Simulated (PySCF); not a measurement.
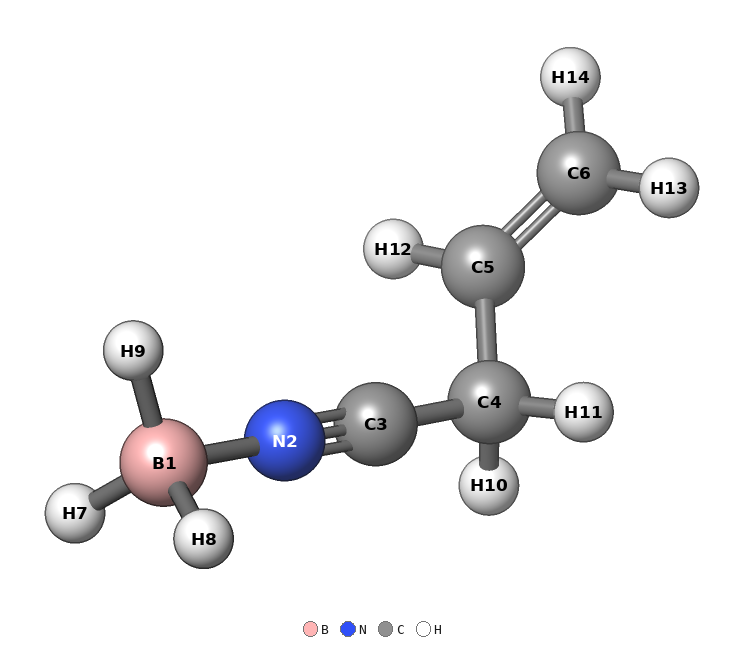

The geometry was computed by an optimisation with PBE0-D3(BJ)/def2-SVP. No frequency run is at hand to confirm it as a minimum. Method: B3LYP/pcJ-1 indirect spin-spin coupling, non-relativistic, gas phase (PySCF 2.14.0). Isotopes: 11B, 13C, 1H, 15N.

Give the spin–spin coupling constants of these pairs, with the number of bonds between them: B1/H8, B1/H9, B1/H7, B1/N2, N2/C3, B1/C3, N2/H9, N2/H8, N2/H7, N2/H10, N2/C5, N2/H11.

| pair | bonds apart | J (Hz) |
| --- | --- | --- |
| B1, H8 | 1 | 113.7 |
| B1, H9 | 1 | 114.5 |
| B1, H7 | 1 | 114.0 |
| B1, N2 | 1 | −9.3 |
| N2, C3 | 1 | −52.8 |
| B1, C3 | 2 | 1.7 |
| N2, H9 | 2 | 2.1 |
| N2, H8 | 2 | 2.4 |
| N2, H7 | 2 | 2.1 |
| N2, H10 | 3 | −2.4 |
| N2, C5 | 3 | −1.0 |
| N2, H11 | 3 | −2.4 |
